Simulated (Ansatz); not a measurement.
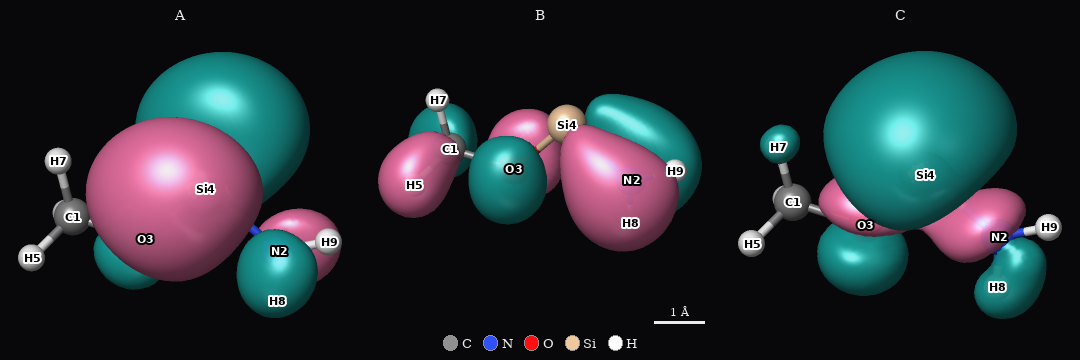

Figure 1: CH$_{5}$NOSi. Three frontier orbitals at ±0.08 Å⁻³ᐟ² (teal and pink are the two phases), in no order.

Geometry: PBE0-D4/def2-SVP.

Method: Ansatz, isolated molecule in a Gaussian basis; Kohn-Sham density functional theory, functional PBE0.

```yaml
atoms:
  - { symbol: C, position_ang: [-2.0668, -1.4605, 1.0166] }
  - { symbol: N, position_ang: [0.3834, 1.5853, 0.8504] }
  - { symbol: O, position_ang: [-1.0555, -0.5073, 0.8615] }
  - { symbol: Si, position_ang: [-1.1761, 1.0932, 1.3664] }
  - { symbol: H, position_ang: [-1.7033, -2.3075, 1.6228] }
  - { symbol: H, position_ang: [-2.3712, -1.8572, 0.0333] }
  - { symbol: H, position_ang: [-2.9685, -1.0512, 1.5113] }
  - { symbol: H, position_ang: [1.0534, 0.9712, 0.3950] }
  - { symbol: H, position_ang: [0.7278, 2.5301, 0.9744] }
```

Which picture is the HOMO−1, the HOMO and the LUMO?

Answer. B is the HOMO−1 (−7.77 eV). Its weight (Hirshfeld) is mainly on N2 (about 45 %) and O3 (about 25 %); largely a combination of lone pairs on N2 and O3. C is the HOMO (−6.67 eV). Its weight (Hirshfeld) is mainly on Si4 (about 70 %), O3 (about 15 %) and N2 (about 10 %). A is the LUMO (−0.88 eV). It lies mainly on Si4 (about 80 %), N2 (about 10 %) and O3 (about 5 %).

What is the HOMO–LUMO gap?

Answer. 5.79 eV between the orbital energies.
